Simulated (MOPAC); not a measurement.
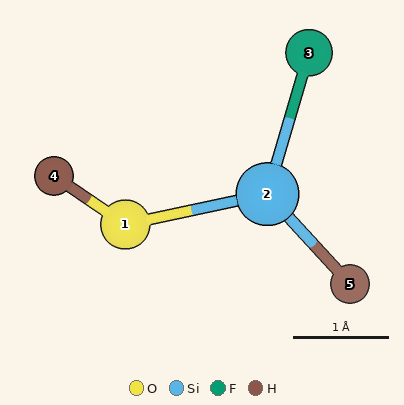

Fig. 1: The structure as given in the input (ball-and-stick view, seen on its broad side; atoms are numbered from 1 in the order of the input).

# SiH$_{2}$OF: geometry relaxation (part 1 of 2)

- system: SiH$_{2}$OF, multiplicity 2, SMILES O[SiH]F
- method: AM1, unrestricted (MOPAC 23.2.5)

The atoms were displaced at random from an optimised geometry.

The program's output
```
MOPAC v23.2.5
AM1 CALCULATION RESULTS

 *  AM1        - The AM1 Hamiltonian to be used
 *  DOUBLET    - SPIN STATE DEFINED AS A DOUBLET
 *  UHF        - UNRESTRICTED HARTREE-FOCK CALCULATION
 *
 *
 *
 *                 CHARGE ON SYSTEM = 0
 *
 *
 *
 *  PRECISE    - TIGHTER CRITERIA TO BE USED
 *  EF         - USE EF ROUTINE FOR MINIMUM SEARCH
 *  THREADS=1  - MULTI-THREADING NOT USED
 *  CYCLES=    - DO A MAXIMUM OF 300 STEPS
 *  GNORM      - EXIT WHEN GRADIENT NORM DROPS BELOW 0.010
 *  AUX        - OUTPUT AUXILIARY INFORMATION
 *  GRADIENTS  - ALL GRADIENTS TO BE PRINTED
 *  DISP       - PRINT DISPERSION AND HYDROGEN BOND ENERGIES
AM1 EF UHF PRECISE DOUBLET GRADIENTS GNORM=0.01 DISP CHARGE=0 CYCLES=300 AUX(PRECISION=6) THREADS=1
 FH2OSi, AM1
 O[SiH]F
   ATOM   CHEMICAL          X               Y               Z
  NUMBER   SYMBOL      (ANGSTROMS)     (ANGSTROMS)     (ANGSTROMS)

     1       O         -0.59771800  *  -0.87289800  *  -0.28390800  *
     2      Si          0.27620300  *   0.23671300  *   0.48928600  *
     3       F          0.21574800  *   1.64791900  *  -0.28179400  *
     4       H         -1.56869100  *  -0.75786500  *  -0.35372300  *
     5       H          1.67512000  *  -0.24900500  *   0.41547500  *

          CARTESIAN COORDINATES

    NO.       ATOM           X           Y           Z

     1         O         -0.5977     -0.8729     -0.2839
     2        Si          0.2762      0.2367      0.4893
     3         F          0.2157      1.6479     -0.2818
     4         H         -1.5687     -0.7579     -0.3537
     5         H          1.6751     -0.2490      0.4155

           Empirical Formula: H2 O Si F  =     5 atoms

      MOLECULAR POINT GROUP   :   C1

 DOUBLET STATE CALCULATION

          UHF CALCULATION, NO. OF ALPHA ELECTRONS =   10
                           NO. OF BETA  ELECTRONS =    9

          Geometry optimization using EF

          DIAGONAL MATRIX USED AS START HESSIAN
```

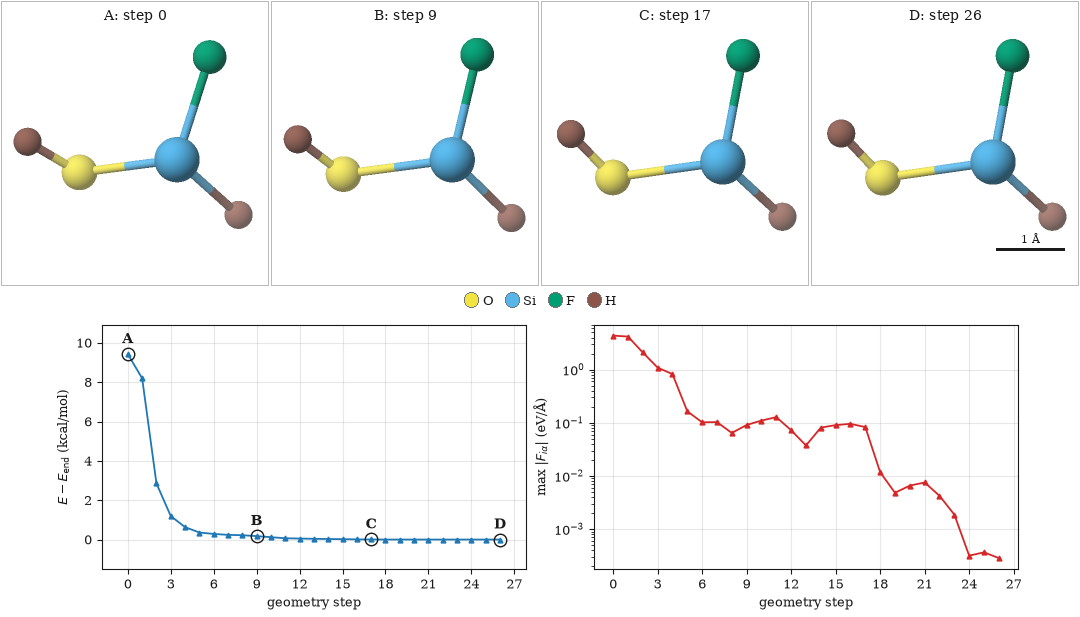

Fig. 2: Frames of the relaxation (ball-and-stick view, seen at a tilt) above the curves, on which the letters mark them (steps are counted from 0).

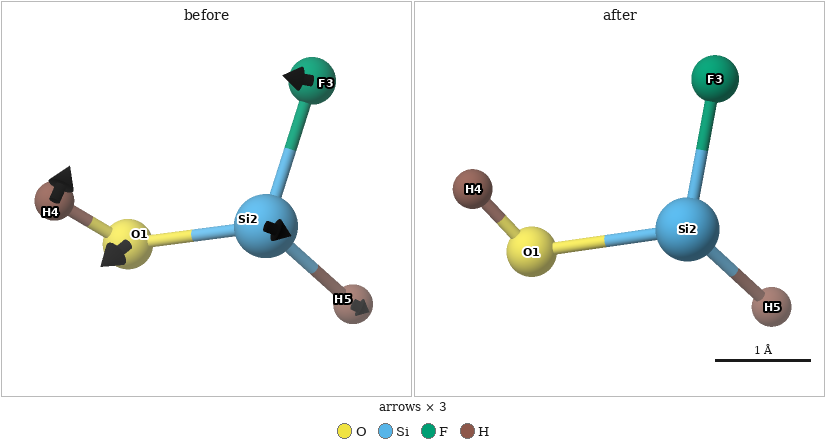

Fig. 3: Before (left) and after (right) the relaxation, at one scale (ball-and-stick view, seen at a tilt). The black arrows give the displacements, magnified 3 times. Over 26 geometry steps the energy falls by 9.42 kcal/mol. The largest force component goes from 4.4 to 0.00028 eV/Å. The largest moves after the best rigid fit, 0.14 Å, are those of O1 and H4. By element the largest moves are H 0.14 Å, O 0.14 Å, F 0.11 Å, Si 0.10 Å. Distances before and after: O1–Si2 1.610 → 1.751 Å, Si2–H5 1.483 → 1.447 Å, O1–H4 0.980 → 0.949 Å. Among the angles that change: F3–Si2–H5 107.4° → 115.3°, Si2–O1–H4 119.4° → 115.2°, O1–Si2–F3 110.7° → 106.9°. (Atoms are counted from 1 in the order of the input.)

```
 CYCLE:     1 TIME:   0.008 TIME LEFT:  2.00D  GRAD.:   191.376 HEAT: -136.8310
 CYCLE:     2 TIME:   0.000 TIME LEFT:  2.00D  GRAD.:   148.790 HEAT: -138.0572
 CYCLE:     3 TIME:   0.008 TIME LEFT:  2.00D  GRAD.:    80.751 HEAT: -143.4035
 CYCLE:     4 TIME:   0.008 TIME LEFT:  2.00D  GRAD.:    50.162 HEAT: -145.0604
 CYCLE:     5 TIME:   0.000 TIME LEFT:  2.00D  GRAD.:    28.127 HEAT: -145.6230
 CYCLE:     6 TIME:   0.000 TIME LEFT:  2.00D  GRAD.:     7.891 HEAT: -145.8958
 CYCLE:     7 TIME:   0.008 TIME LEFT:  2.00D  GRAD.:     4.766 HEAT: -145.9683
 CYCLE:     8 TIME:   0.000 TIME LEFT:  2.00D  GRAD.:     3.948 HEAT: -146.0152
 CYCLE:     9 TIME:   0.000 TIME LEFT:  2.00D  GRAD.:     3.100 HEAT: -146.0332
 CYCLE:    10 TIME:   0.008 TIME LEFT:  2.00D  GRAD.:     3.727 HEAT: -146.0794
 CYCLE:    11 TIME:   0.000 TIME LEFT:  2.00D  GRAD.:     4.896 HEAT: -146.1331
 CYCLE:    12 TIME:   0.000 TIME LEFT:  2.00D  GRAD.:     5.201 HEAT: -146.1881
 CYCLE:    13 TIME:   0.008 TIME LEFT:  2.00D  GRAD.:     2.971 HEAT: -146.2032
 CYCLE:    14 TIME:   0.000 TIME LEFT:  2.00D  GRAD.:     1.543 HEAT: -146.2148
 CYCLE:    15 TIME:   0.008 TIME LEFT:  2.00D  GRAD.:     3.116 HEAT: -146.2264
 CYCLE:    16 TIME:   0.000 TIME LEFT:  2.00D  GRAD.:     3.506 HEAT: -146.2330
 CYCLE:    17 TIME:   0.000 TIME LEFT:  2.00D  GRAD.:     3.605 HEAT: -146.2458
 CYCLE:    18 TIME:   0.008 TIME LEFT:  2.00D  GRAD.:     3.046 HEAT: -146.2499
 CYCLE:    19 TIME:   0.000 TIME LEFT:  2.00D  GRAD.:     0.466 HEAT: -146.2534
 CYCLE:    20 TIME:   0.000 TIME LEFT:  2.00D  GRAD.:     0.222 HEAT: -146.2535
 CYCLE:    21 TIME:   0.008 TIME LEFT:  2.00D  GRAD.:     0.220 HEAT: -146.2536
 CYCLE:    22 TIME:   0.000 TIME LEFT:  2.00D  GRAD.:     0.228 HEAT: -146.2537
 CYCLE:    23 TIME:   0.000 TIME LEFT:  2.00D  GRAD.:     0.142 HEAT: -146.2538
 CYCLE:    24 TIME:   0.008 TIME LEFT:  2.00D  GRAD.:     0.060 HEAT: -146.2538
 CYCLE:    25 TIME:   0.000 TIME LEFT:  2.00D  GRAD.:     0.012 HEAT: -146.2538
 CYCLE:    26 TIME:   0.000 TIME LEFT:  2.00D  GRAD.:     0.012 HEAT: -146.2538
 CYCLE:    27 TIME:   0.008 TIME LEFT:  2.00D  GRAD.:     0.010 HEAT: -146.2538

     GRADIENT =  0.00983 IS LESS THAN CUTOFF =  0.01000

 -------------------------------------------------------------------------------
 AM1 EF UHF PRECISE DOUBLET GRADIENTS GNORM=0.01 DISP CHARGE=0 CYCLES=300 AUX(PRECISION=6) THREADS=1
 FH2OSi, AM1
 O[SiH]F

     GEOMETRY OPTIMISED USING EIGENVECTOR FOLLOWING (EF).
     SCF FIELD WAS ACHIEVED

                              AM1 CALCULATION

          FINAL HEAT OF FORMATION =       -146.25382 KCAL/MOL =    -611.92597 KJ/MOL

          TOTAL ENERGY            =     -21196.04912 KCAL/MOL = ELECTRONIC ENERGY + CORE-CORE REPULSION
          ENERGY OF ATOMS         =      21049.79531 KCAL/MOL
                              SUM =       -146.25382 KCAL/MOL
          DISPERSION ENERGY       =          0.00000 KCAL/MOL
                              SUM =       -146.25382 KCAL/MOL = FINAL HEAT OF FORMATION

          TOTAL ENERGY            =       -919.14768 EV
          ELECTRONIC ENERGY       =      -1736.22153 EV
          CORE-CORE REPULSION     =        817.07385 EV
          COSMO AREA              =         92.09 SQUARE ANGSTROMS
          COSMO VOLUME            =         78.07 CUBIC ANGSTROMS

          GRADIENT NORM           =          0.00983          =       0.00440 PER ATOM
          IONIZATION POTENTIAL    =          8.609569 EV
          ALPHA SOMO LUMO (EV)    =         -8.610  1.051
          BETA  SOMO LUMO (EV)    =        -12.454 -0.450
          NO. OF ALPHA ELECTRONS  =         10
          NO. OF BETA  ELECTRONS  =          9
          MOLECULAR WEIGHT        =         65.0991         POINT GROUP:  C1

          MOLECULAR DIMENSIONS (Angstroms)

            Atom       Atom       Distance
            H     5    H     4     3.42169
            F     3    O     1     2.49468
            F     3   Si     2     0.52347

          SCF CALCULATIONS        =         30

          WALL-CLOCK TIME         =      0.086 SECONDS
          COMPUTATION TIME        =      0.054 SECONDS

       FINAL  POINT  AND  DERIVATIVES

   PARAMETER     ATOM    TYPE            VALUE        GRADIENT
      1          1  O    CARTESIAN X    -0.672492     -0.000601  KCAL/ANGSTROM
      2          1  O    CARTESIAN Y    -0.928374     -0.001140  KCAL/ANGSTROM
      3          1  O    CARTESIAN Z    -0.268866      0.006488  KCAL/ANGSTROM
      4          2 Si    CARTESIAN X     0.365659      0.001210  KCAL/ANGSTROM
      5          2 Si    CARTESIAN Y     0.253371      0.001363  KCAL/ANGSTROM
      6          2 Si    CARTESIAN Z     0.499966      0.000286  KCAL/ANGSTROM
      7          3  F    CARTESIAN X     0.153721     -0.000377  KCAL/ANGSTROM
      8          3  F    CARTESIAN Y     1.644310     -0.000654  KCAL/ANGSTROM
      9          3  F    CARTESIAN Z    -0.283396      0.000378  KCAL/ANGSTROM
     10          4  H    CARTESIAN X    -1.519200     -0.001582  KCAL/ANGSTROM
     11          4  H    CARTESIAN Y    -0.602254      0.000842  KCAL/ANGSTROM
     12          4  H    CARTESIAN Z    -0.546175     -0.006571  KCAL/ANGSTROM
     13          5  H    CARTESIAN X     1.720626      0.001351  KCAL/ANGSTROM
     14          5  H    CARTESIAN Y    -0.255851     -0.000410  KCAL/ANGSTROM
     15          5  H    CARTESIAN Z     0.498571     -0.000580  KCAL/ANGSTROM

   ATOM   CHEMICAL          X               Y               Z
  NUMBER   SYMBOL      (ANGSTROMS)     (ANGSTROMS)     (ANGSTROMS)

     1       O         -0.67249232  *  -0.92837386  *  -0.26886595  *
     2      Si          0.36565854  *   0.25337064  *   0.49996644  *
     3       F          0.15372136  *   1.64430998  *  -0.28339589  *
     4       H         -1.51919971  *  -0.60225433  *  -0.54617464  *
     5       H          1.72062593  *  -0.25585058  *   0.49857107  *

                             CARTESIAN COORDINATES

   1    O       -0.672492317    -0.928373861    -0.268865952
   2   Si        0.365658543     0.253370638     0.499966443
   3    F        0.153721363     1.644309981    -0.283395894
   4    H       -1.519199713    -0.602254329    -0.546174641
   5    H        1.720625927    -0.255850579     0.498571065

           Empirical Formula: H2 O Si F  =     5 atoms

      MOLECULAR POINT GROUP   :   C1

          ALPHA EIGENVALUES
 -48.10230 -35.87732 -18.36784 -16.78267 -15.72472 -15.33188 -13.57711 -12.89499
 -12.59750  -8.60957   1.05070   1.50237   2.32643   5.79135

           BETA EIGENVALUES
 -47.81565 -35.69199 -18.23181 -16.45414 -15.55257 -14.73830 -13.14358 -12.59397
 -12.45400  -0.44982   1.61463   1.81627   2.80078   5.84308

              NET ATOMIC CHARGES AND DIPOLE CONTRIBUTIONS

  ATOM NO.   TYPE          CHARGE      No. of ELECS.   s-Pop       p-Pop
    1          O          -0.612155        6.6122     1.85186     4.76029
    2         Si           1.068795        2.9312     0.95065     1.98055
    3          F          -0.443868        7.4439     1.87761     5.56625
    4          H           0.228397        0.7716     0.77160
    5          H          -0.241168        1.2412     1.24117
 DIPOLE           X         Y         Z       TOTAL
 POINT-CHG.    -0.133     0.160     2.785     2.792
 HYBRID        -0.284     0.373    -1.512     1.583
 SUM           -0.417     0.533     1.272     1.441

          ATOMIC ORBITAL ELECTRON POPULATIONS

     Atom    s        px        py        pz
    1  O   1.85186   1.34464   1.61580   1.79986
    2 Si   0.95065   0.72085   0.44482   0.81488
    3  F   1.87761   1.93589   1.76745   1.86291
    4  H   0.77160
    5  H   1.24117

                    (SZ)    =    0.500000
                    (S**2)  =    0.752849

          ATOMIC ORBITAL SPIN POPULATIONS

    Atom   Total    s     px     py     pz
         Atomic
    1  O  0.0569  0.001  0.004 -0.011  0.063
    2 Si  0.8808  0.278  0.076  0.018  0.509
    3  F  0.0664  0.001  0.001 -0.006  0.071
    4  H -0.0024 -0.002
    5  H -0.0017 -0.002

 *                    *
 * JOB ENDED NORMALLY *
 *                    *

 TOTAL JOB TIME:             0.09 SECONDS

 == MOPAC DONE ==
```

Trajectory as extended XYZ (Å, eV, eV/Å), 27 frames, from step=0 to step=26
```
5
Properties=species:S:1:pos:R:3:forces:R:3 step=0 energy=-5.93355
O    -0.5977   -0.8729   -0.2839   -4.3642  -3.3211  -2.4719
Si    0.2762    0.2367    0.4893    3.8313   3.2635   2.3359
F     0.2157    1.6479   -0.2818   -0.2638   0.2599  -0.0597
H    -1.5687   -0.7579   -0.3537    1.2057  -0.2670  -0.0475
H     1.6751   -0.2490    0.4155   -0.4089   0.0647   0.2431
5
Properties=species:S:1:pos:R:3:forces:R:3 step=1 energy=-5.98673
O    -0.6843   -0.9647   -0.3705    4.1877   1.2392   1.4625
Si    0.3453    0.3099    0.5646   -1.1559  -2.6939  -1.4120
F     0.2089    1.6453   -0.2947   -0.2558   0.8592  -0.3316
H    -1.5517   -0.7641   -0.3432   -2.9025   0.6297  -0.0023
H     1.6683   -0.2522    0.4086    0.1264  -0.0342   0.2835
5
Properties=species:S:1:pos:R:3:forces:R:3 step=2 energy=-6.21856
O    -0.6528   -0.9465   -0.3446    0.0262   0.9912   0.7793
Si    0.3324    0.2670    0.5479   -0.7709   0.9434  -2.1017
F     0.2052    1.6767   -0.3044    0.0050  -1.7265   1.1908
H    -1.5910   -0.7430   -0.3425    0.4817  -0.1192  -0.0792
H     1.6661   -0.2557    0.4347    0.2580  -0.0889   0.2108
```
